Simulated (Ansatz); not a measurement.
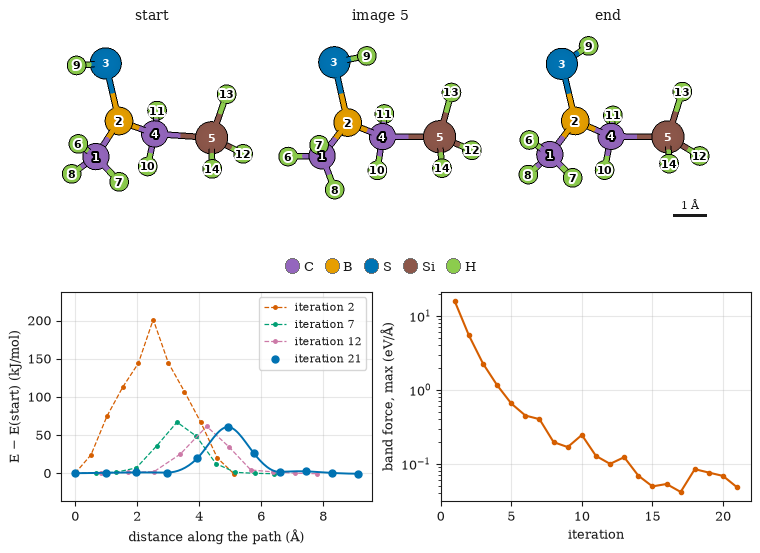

NEB run on C2H9BSSi. Images are numbered from 0 (start) to 10 (end). The plot follows the band through its iterations. A ball-and-stick model, seen at a tilt.

Theory: Ansatz 0.2.0, RKS B3LYP/def2-SVP. Settings: 9 movable images; climbing image; force threshold 0.05 eV/Å; iteration limit 60; starting path through a guess of the saddle point.

Did the band converge, and can the barrier be trusted?

The result is final at these settings. The band converged in 21 iterations. The largest component of the band force went from 16 to 0.048 eV/Å. The climbing image converged on the top of the path. Its vibrational analysis gives one imaginary mode (455i cm⁻¹), as a transition state must have. The first iteration put the highest image at 399.5 kJ/mol. The energy climbs by 60.5 kJ/mol to image 5 and then falls by 61.2 kJ/mol, so the end point sits at −0.7 kJ/mol.
